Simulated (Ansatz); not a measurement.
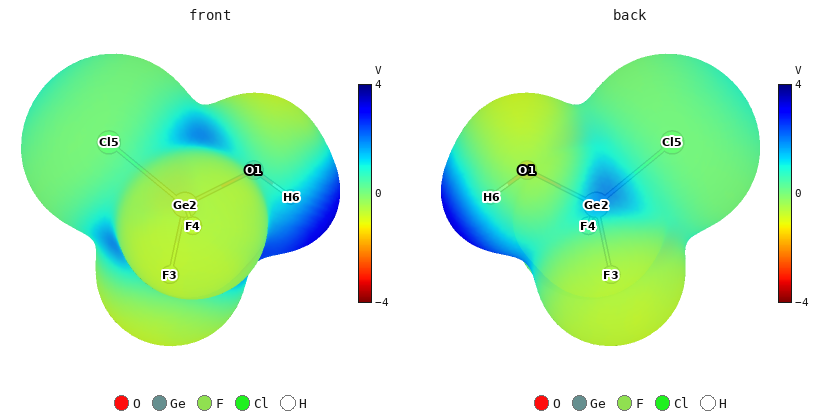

*ClF₂GeHO (SMILES [OH][Ge]([F])([F])[Cl]). The electrostatic potential painted on the density surface at 0.002 e/bohr³, seen from the front and from behind; the colour scale runs from red (negative) to blue (positive).*

Geometry: PBE0-D4/def2-TZVP.

Theory: Ansatz 0.2.0, RKS PBE0-D4/def2-TZVPP.

Input file:

```
crystal:
  periodic: [false, false, false]
  atoms:
    - {symbol: O, position_ang: [-0.909490, 0.534475, 0.927297]}
    - {symbol: Ge, position_ang: [0.223614, -0.017408, -0.265094]}
    - {symbol: F, position_ang: [1.589877, -0.730949, 0.475919]}
    - {symbol: F, position_ang: [-0.454063, -1.265747, -1.217727]}
    - {symbol: Cl, position_ang: [0.809756, 1.582378, -1.476385]}
    - {symbol: H, position_ang: [-1.217594, -0.166849, 1.509790]}
basis:
  gaussian: {orbitals: def2-TZVPP}
hamiltonian: {xc: pbe0, dispersion: d4}
output: {orbitals: {seedname: orbitals}}
```

Run with:

```sh
ansatz run in.yaml --threads 4 --pin off --events-out ev --progress --plain --max-ram 10444MiB
```

**Where is the surface potential most negative and most positive?**

The most negative region (about −0.8 V) lies over O1 and F3, the most positive (about +3.2 V) over H6. Cl5 shows a σ-hole: about +0.7 V at the tip opposite its bond, against about 0.0 V on its flanks.
